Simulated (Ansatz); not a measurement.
The parent structure is LiF in the rock salt structure (space group Fm-3m, No. 225; a = 4.0079 Å). Axes: x, y, z lie along the cube axes.

Perturbation: biaxial strain +2.08 %, plane normal [111], relaxed out of plane (Cartesian); in-plane vectors clamped, the third vector and the atoms free.

Computed with PBEsol in Ansatz (plane waves to 420 eV, PAW, scalar-relativistic without spin-orbit coupling).

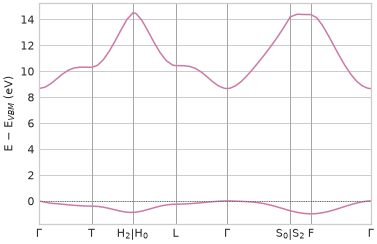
Fig. 1. Highest valence and lowest conduction band along the path of the changed cell's own zone

Q: From the figure, how large is the changed gap, and is it direct?

A: About 8.7 eV, direct at Γ.

Stability against distortions was not tested. Labels are those of the standard path for the cell's own space group.

Ansatz is an electronic-structure program.
